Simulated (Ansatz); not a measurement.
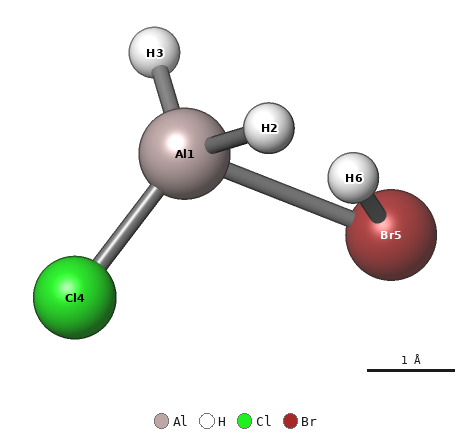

**Figure 1.** The structure as given in the input (ball-and-stick view, seen at a tilt; atoms are numbered from 1 in the order of the input). Sticks mark near contacts. Bond lengths as drawn: Al–Br 2.70 Å, Al–Cl 2.11 Å, Al–H 1.57 to 1.64 Å and Br–H 1.55 Å.

## Phonon calculation of AlH3BrCl

- system: AlH3BrCl
- method: RKS B3LYP-D4/def2-SVP (Ansatz 0.2.0)

It belongs to a series of runs on one base structure; here: vibrations at the highest image of the band. Figures and captions count atoms from 1; the log counts them from 0 in places.

**Input**
```yaml
crystal:
  periodic: [false, false, false]
  atoms:
    - { symbol: Al, position_ang: [-0.077636, -0.102524, 0.032901] }
    - { symbol: H, position_ang: [-0.174421, 0.178129, 1.643666] }
    - { symbol: H, position_ang: [1.303528, 0.06383, -0.689756] }
    - { symbol: Cl, position_ang: [-1.913075, 0.114573, -0.988651] }
    - { symbol: Br, position_ang: [-0.052047, -2.575352, 1.104726] }
    - { symbol: H, position_ang: [-0.143649, -1.181354, 1.766814] }
basis:
  gaussian: { orbitals: def2-SVP }
hamiltonian:
  xc: b3lyp
  dispersion: d4
phonons: {}
```

Machine: 2 threads of Arm Neoverse N1, 54 GiB of memory available, shared host.

Launch command:
```bash
ansatz run input.yaml --threads 2 --pin off --max-ram 3072MiB --backend cpu --events-out ev --progress --plain --runs-dir out
```

**Output**
```
Engine: ansatz 0.2.0, aarch64-unknown-linux-gnu
Functional definition: B3LYP
  parameter a0 = 0.2
  parameter ax = 0.72
  parameter ac = 0.81
  exchange = (1 - a0 - ax)*slater_x + ax*b88_x + a0*exact_x
  correlation = (1 - ac)*vwn_rpa_c + ac*lyp_c
841 factors; integrals over basis functions are off by at most 3.5e-4 eV
mean field evaluation 1: about -89202.9061 eV, gradient 1.5e1 eV
mean field evaluation 2: about -89203.1600 eV, gradient 1.2e1 eV
mean field evaluation 4: about -89203.5482 eV, gradient 2.7e-1 eV
mean field evaluation 8: about -89203.5547 eV, gradient 4.3e-2 eV
mean field -89203.55470315 eV, -3278.1701709998 hartree, gradient 2.8e-5 eV, S^2 0.000000; 0 other end points of the search recorded, 0 dependent functions left out
the calculation of the forces begins
reference -89203.55494529 eV, -3278.1701798982 hartree; 34, 34 occupied and 49, 49 virtual orbitals, 841 factors
these checks for a lower state are left out or cut short: stability, starts, cluster_reference, orbital_swaps, neighbouring_geometries, increment
841 factors; integrals over basis functions are off by at most 3.5e-4 eV
mean field evaluation 16: about -89203.5546 eV, gradient 1.1e-1 eV
mean field -89203.55459076 eV, -3278.1701668693 hartree, gradient 1.2e-6 eV, S^2 0.000000; 0 other end points of the search recorded, 0 dependent functions left out
[... from here on the field's lines of each further geometry are left out, up to the last ...]
the calculation of the forces begins
reference -89203.55495797 eV, -3278.1701803642 hartree; 34, 34 occupied and 49, 49 virtual orbitals, 841 factors
these checks for a lower state are left out or cut short: stability, starts, cluster_reference, orbital_swaps, neighbouring_geometries, increment
841 factors; integrals over basis functions are off by at most 3.5e-4 eV
mean field -89203.55465331 eV, -3278.1701691681 hartree, gradient 2.3e-6 eV, S^2 0.000000; 0 other end points of the search recorded, 0 dependent functions left out
the calculation of the forces begins
reference -89203.55489545 eV, -3278.1701780666 hartree; 34, 34 occupied and 49, 49 virtual orbitals, 841 factors
WARN: phonons: modes at or below zero, which the zero-point energy, F, S and C_V leave out: 1, the lowest at -478.01 cm⁻¹. A minimum has none, and a first-order saddle one
Total energy: -89203.77191675 eV, -3278.1781534524 hartree
Atom 0 at    -0.077636    -0.102524     0.032901 Å, force    -0.015022     0.004166    -0.021789 eV/Å
Atom 1 at    -0.174421     0.178129     1.643666 Å, force    -0.001016     0.010300    -0.009693 eV/Å
Atom 2 at     1.303528     0.063830    -0.689756 Å, force    -0.006941    -0.003142     0.014430 eV/Å
Atom 3 at    -1.913075     0.114573    -0.988651 Å, force     0.016189     0.003047     0.013506 eV/Å
Atom 4 at    -0.052047    -2.575352     1.104726 Å, force     0.005025    -0.024838    -0.006088 eV/Å
Atom 5 at    -0.143649    -1.181354     1.766814 Å, force     0.001765     0.010466     0.009635 eV/Å
Dipole moment:     0.195473    -0.067508     0.259310 e Å
Vibrations: -478.01 87.45 241.27 423.42 524.04 575.55 678.11 878.80 933.14 1497.53 1839.95 1998.26 cm⁻¹, zero-point energy 0.599930 eV
```

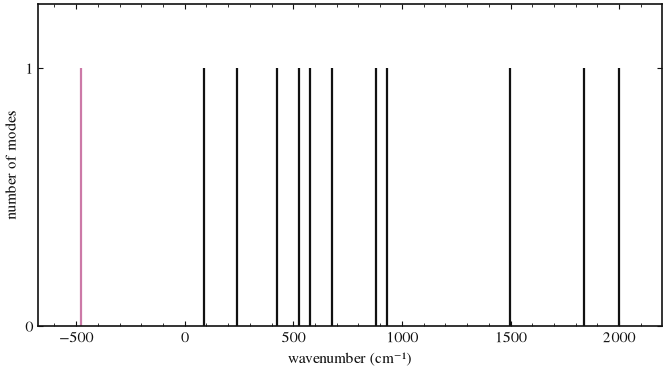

**Figure 2.** Harmonic vibrational wavenumbers from the force constants; neighbouring modes closer than 11 cm⁻¹ are counted in one stick, and imaginary ones are drawn at negative wavenumbers. 12 modes from 478i to 1998 cm⁻¹, 1 imaginary beyond 8i (478i cm⁻¹): a first-order saddle point, if the geometry is stationary.

**Key numbers**

```tsv
quantity	value
outcome	converged
total energy	−89203.7719 eV
mean-field energy	−89203.5549 eV
largest force (length of the vector)	0.027 eV/Å
wall time	77 s (CPU time 2.3 min)
peak memory	0.17 GiB
```
